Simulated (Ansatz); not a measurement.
**C2H4FGa (SMILES C=[CH][GaH][F]): CCSDT/ANO-RCC-MB**

What is the vertical electron affinity of C2H4FGa at CCSDT/ANO-RCC-MB? 

The results are computed with Ansatz 0.2.0.

5 further runs of the same task are left out: 1 for a known fault of the program, 1 that didn't finish, 3 set aside as unsound or not needed.

### Step 1. The molecule

C2H4FGa: 8 atoms, total charge 0, spin state singlet. SMILES: `C=[CH][GaH][F]`. The coordinates come from a PBE0-D4/def2-TZVP relaxation. This is one conformer, not always the lowest.

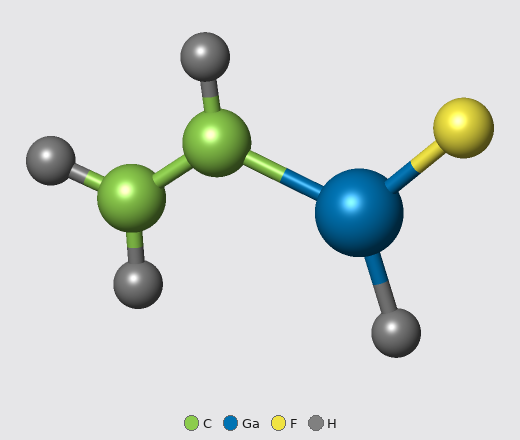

Viewed from a chosen angle; carbon green, gallium blue, fluorine yellow, hydrogen grey.

### Step 2. The energy at CCSDT/ANO-RCC-MB

in.yaml

```yaml
crystal:
  periodic: [false, false, false]
  atoms:
    - symbol: C
      position_ang: [-0.837100, 1.175400, 0.060900]
    - symbol: C
      position_ang: [0.342600, 0.569500, -0.065000]
    - symbol: Ga
      position_ang: [0.481700, -1.360200, -0.007600]
    - symbol: F
      position_ang: [2.110500, -2.006100, -0.199600]
    - symbol: H
      position_ang: [-1.762100, 0.620500, 0.200100]
    - symbol: H
      position_ang: [-0.941100, 2.257800, 0.031600]
    - symbol: H
      position_ang: [1.232300, 1.179600, -0.202300]
    - symbol: H
      position_ang: [-0.626900, -2.436700, 0.182000]
basis:
  gaussian:
    orbitals: ANO-RCC-MB.json
hamiltonian:
  pseudopotentials: {relativity: none}
correlation:
  method: ccsdt
  electrons: all
accuracy: high
```

The basis set ANO-RCC-MB is read from a file made from the Basis Set Exchange's data (not shown).

The run is started by

```bash
$ ansatz run in.yaml --threads 1 --pin off --max-ram 2610MiB --events-out events.jsonl --progress --plain --runs-dir runs
```

The program printed, cut to the lines that bear on the results:

```text
Warning: RAYON_NUM_THREADS=1 ignored (pool sized by the plan → 1); use --threads N
Functional definition: HF
  name "HF"
[...]
747 factors; integrals over basis functions are off by at most 3.4e-9 eV
[...]
mean field -56857.70765841 eV, -2089.4822169081 hartree, gradient 4.9e-8 eV, S^2 0.000000; 0 other end points of the search recorded, 0 dependent functions left out; unrestricted orbitals would lower it
reference -56857.70765841 eV, -2089.4822169081 hartree; 28, 28 occupied and 9, 9 virtual orbitals, 747 factors
second order -4.29338852 eV of doubles, -0.00000000 eV of singles
cycle   1  -4.82390294 eV  change   -5.3e-1 eV  update   1.0e-1
[...]
cycle  26  -5.43053006 eV  change    2.5e-9 eV  update   4.1e-9
WARN: the results are in doubt because the basis set is contracted for relativity, which is off
Total energy: -56863.13818847 eV, -2089.6817852069 hartree
In doubt: the basis set is contracted for relativity, which is off
```

It took 50 s on 1 thread of Intel Xeon Platinum 8375C at 2.90GHz (Ice Lake), shared host; peak memory 0.43 GiB.

### Step 3. The doublet anion, same level

in.yaml: that of step 2 with these lines changed.

```diff
@@ -22,2 +22,6 @@
     orbitals: ANO-RCC-MB.json
+total_charge: -1
+magnetization:
+  spin_polarized: true
+  initial_magnetization: 1
 hamiltonian:
```

The basis set ANO-RCC-MB is read from a file made from the Basis Set Exchange's data (not shown).

The run is started by

```bash
$ ansatz run in.yaml --threads 1 --pin off --max-ram 2610MiB --events-out events.jsonl --progress --plain --runs-dir runs
```

The program printed, cut to the lines that bear on the results:

```text
Warning: RAYON_NUM_THREADS=1 ignored (pool sized by the plan → 1); use --threads N
[... 2 set-up lines as earlier in the session ...]
[...]
748 factors; integrals over basis functions are off by at most 3.4e-9 eV
[...]
mean field -56857.10286449 eV, -2089.4599911416 hartree, gradient 9.5e-9 eV, S^2 0.923746; 0 other end points of the search recorded, 0 dependent functions left out
reference -56857.10286449 eV, -2089.4599911416 hartree; 29, 28 occupied and 8, 9 virtual orbitals, 748 factors
second order -3.65657326 eV of doubles, -0.00000000 eV of singles
cycle   1  -4.26113845 eV  change   -6.0e-1 eV  update   9.8e-2
[...]
cycle  31  -4.99470274 eV  change    2.2e-9 eV  update   5.4e-9
WARN: the results are in doubt because the basis set is contracted for relativity, which is off
Total energy: -56862.09756723 eV, -2089.6435430818 hartree
In doubt: the basis set is contracted for relativity, which is off
```

Wall time 2.7 min (1 thread of Intel Xeon Platinum 8375C at 2.90GHz (Ice Lake), shared host); peak memory 0.94 GiB.

### Step 4. Results

At CCSDT/ANO-RCC-MB:

```
                                         quantity           value
                    singlet C2H4FGa: total energy  -2089.68179 Eh
              singlet C2H4FGa: correlation energy      -199.6 mEh
                   singlet C2H4FGa: T1 diagnostic           0.009
                      doublet anion: total energy  -2089.64354 Eh
                doublet anion: correlation energy      -183.6 mEh
 doublet anion: ⟨S²⟩ of the reference determinant           0.924
                     doublet anion: T1 diagnostic           0.018
vertical electron affinity (to the doublet anion)       -1.041 eV
```

**Reading.** The anion lies 1.04 eV (100 kJ/mol) above the neutral: the electron isn't bound at this level, and such a value depends on the basis. Without diffuse functions anions come out too high. In a minimal basis such a difference can be off by several eV, whatever the method. The restricted solution (singlet C2H4FGa) is unstable to spin breaking: an unrestricted one lies lower. The basis (singlet C2H4FGa) was made for a relativistic Hamiltonian, but the run is non-relativistic. ⟨S²⟩ (doublet anion) is 0.92 where a pure doublet has 0.75: the reference is spin-contaminated. The basis (doublet anion) was made for a relativistic Hamiltonian, but the run is non-relativistic.
